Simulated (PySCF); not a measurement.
**BF$_{2}$, doublet, SMILES `F[B]F`: what the electrons do**

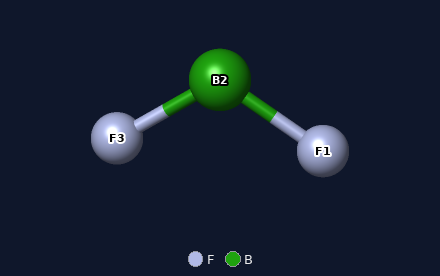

The molecule, with its atoms numbered as below. No frequency check shows the geometry to be a minimum.

Geometry (Å), atoms numbered from 1:

```
F1       1.1058   -0.1559    0.0000
B2       0.0000    0.5613    0.0000
F3      -1.1058   -0.1559    0.0000
```

## 1. Bonding charge

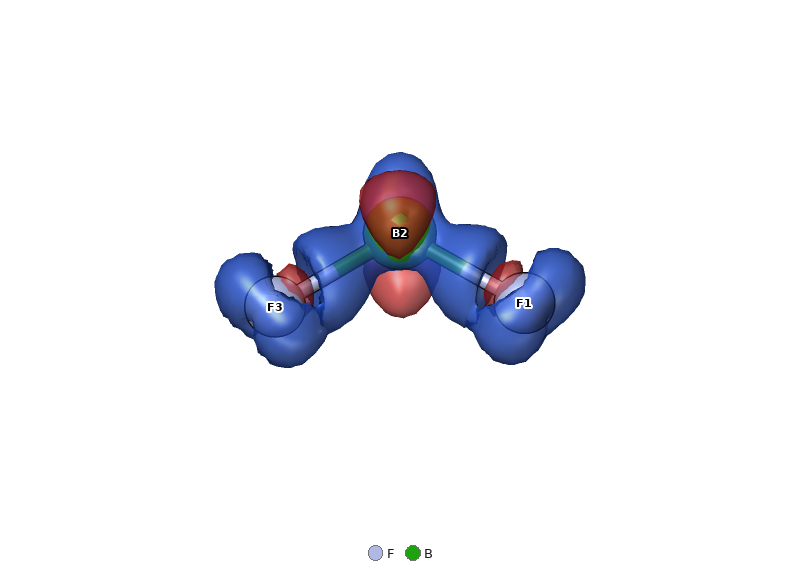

Deformation density (molecule less spherical, spin-averaged free atoms at the same positions), surfaces at ±0.1 e/Å³; blue: gain, red: loss.

Method: PBE/def2-SVP; geometry: GFN2-xTB; program: PySCF. The stability of the open-shell solution wasn't checked. GFN2-xTB doesn't know the spin state, so this open-shell geometry is rough.

How much density has each bond gained at its critical point, relative to the free atoms?

Answer. F1–B2 and B2–F3: +0.24 e/Å³ at the bond critical point (bond length 1.32 Å, Mayer order 1.4). In all, 0.5 electrons gather in the regions of gain relative to the promolecule.

## 2. Local ionisation energy

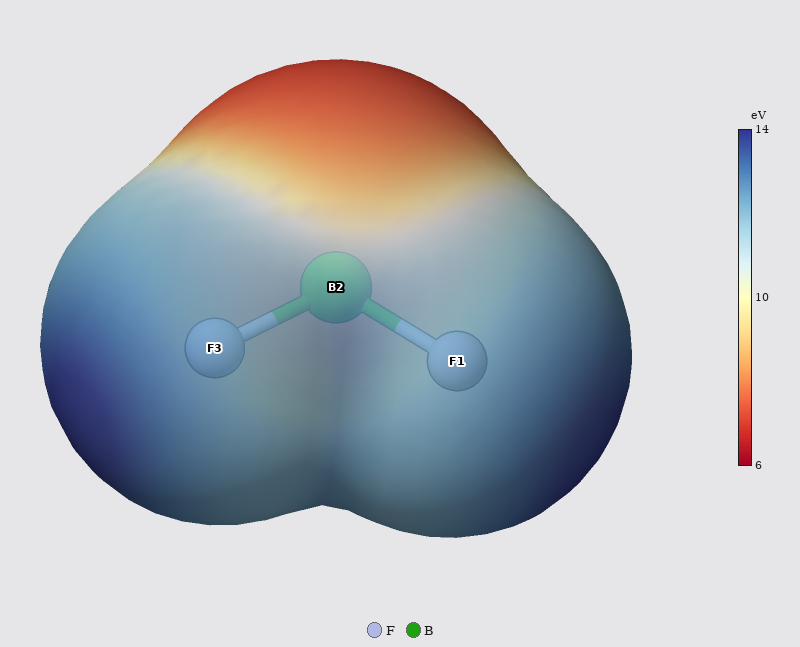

Average local ionisation energy on the surface of electron density 0.001 a.u.

Where are the most loosely bound electrons on this surface?

Answer. The lowest value is 6.9 eV, 2.1 Å from B2. Further minima include 12.1 eV, 1.6 Å from F1. For comparison, the highest occupied orbital lies at −5.9 eV.

What volume does the surface enclose, and what is the dipole moment?

Answer. About 45 Å³; the dipole moment is 0.3 D.

## 3. Spin density

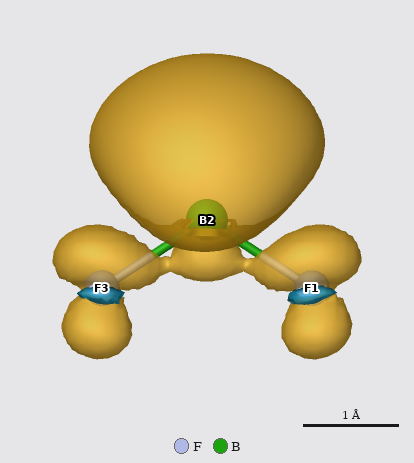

Spin density ρα − ρβ at ±0.02 e/Å³ (yellow: excess α, teal: excess β).

Give the atomic spin populations that go with this picture.

Answer. Hirshfeld spin populations: B2 +0.85 and F1 and F3 +0.07. ⟨S²⟩ = 0.75, as for a pure state.

## 4. In an electric field

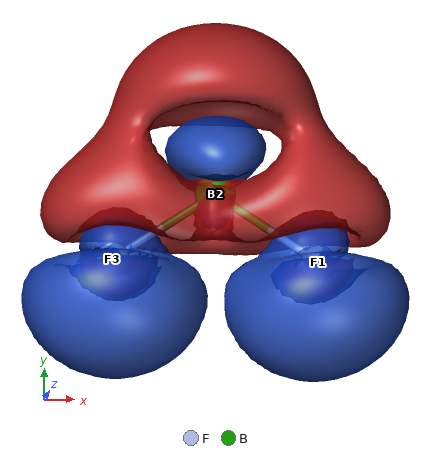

Change of the electron density in a uniform field of 0.10 V/Å, surfaces at ±0.0003 e/Å³ (blue: gain, red: loss).

Level of theory: HF/6-31+G* (PySCF), at a geometry from GFN2-xTB. The basis has diffuse s and p functions alone, which still leaves polarisabilities too small, most of all across bonds. The stability of the open-shell solution wasn't checked. GFN2-xTB doesn't know the spin state, so this open-shell geometry is rough.

Along which Cartesian direction does the field point?

Answer. Along +y: electrons gather on the −y side, against the field.

How large is the response?

Answer. The induced dipole is 0.06 D (along the field); α along this axis, from the fields in both directions, is 12 bohr³ (1.8 Å³).

Which atoms gain and lose the most charge?

Answer. Electrons gather most on F1 and F3 alike (Hirshfeld charge changes by −0.002 e) and leave B2 most (+0.003 e); 0.008 electrons are displaced in all.

## 5. Removing or adding an electron

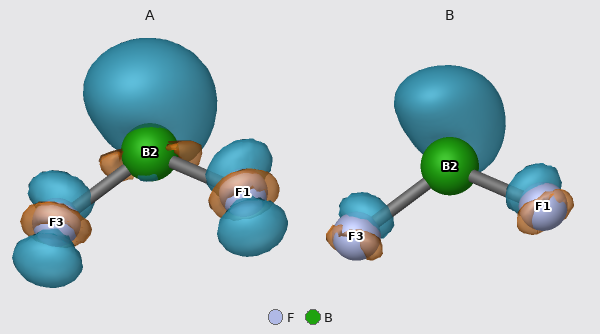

The two Fukui functions at ±0.08 e/Å³ (light blue positive, orange negative).

Computed with PySCF, BP86/6-311G**, geometry: GFN2-xTB. GFN2-xTB doesn't know the spin state, so this open-shell geometry is rough.

Which panel is f⁻ (electron removed) and which f⁺ (electron added)?

Answer. A is f⁻, B is f⁺. f⁻ (Hirshfeld-condensed) is largest on B2 (0.61); the vertical ionisation energy is 10.61 eV (to the singlet cation, which needn't be its lowest state). f⁺ (Hirshfeld-condensed) is largest on B2 (0.73); the vertical electron affinity is 0.12 eV (to the singlet anion, which needn't be its lowest state; the anion's highest orbital has positive energy, so this value and f⁺ depend on the basis).

The PySCF runs shown took 2.4 s, 0.92 s and 5.3 s on 1 thread of Intel(R) Xeon(R) Platinum 8488C (Sapphire Rapids) (shared host).
